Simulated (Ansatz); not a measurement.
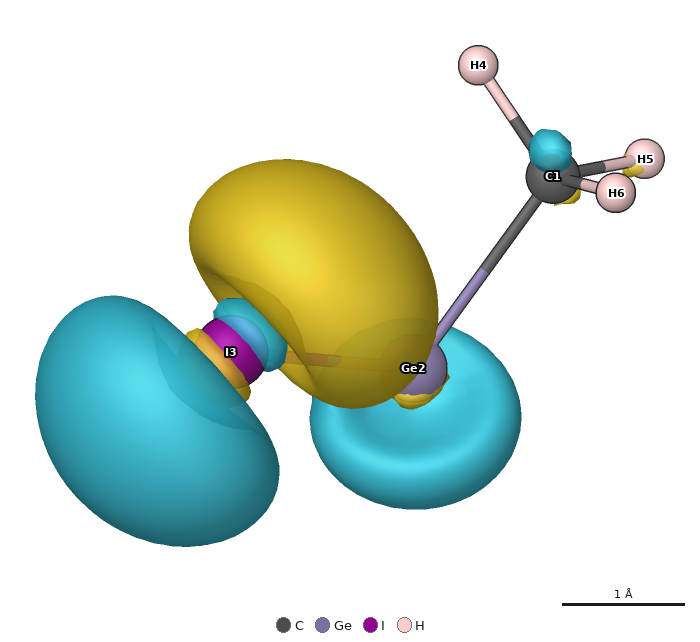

Figure 1: CH3GeI. The HOMO−1 at ±0.15 Å⁻³ᐟ² (yellow and cyan are the two phases), seen at an oblique angle.

Geometry: r2SCAN-D4/def2-SVP; core potentials replace the inner electrons of I.

The calculation used isolated molecule in a Gaussian basis; Kohn-Sham density functional theory, functional PBE0 (Ansatz).

```xyz
6

C    -3.0616   -0.4851   -0.0663
Ge   -4.0326   -1.1570    1.5370
I    -2.3434   -2.9886    2.1969
H    -2.0562   -0.1257    0.2122
H    -3.6210    0.3387   -0.5388
H    -2.9204   -1.2949   -0.8025
```

Question: What is the character of this orbital?

Answer: By Hirshfeld shares it lies mainly on I3 (about 75 %) and Ge2 (about 20 %). Its energy is −7.72 eV.
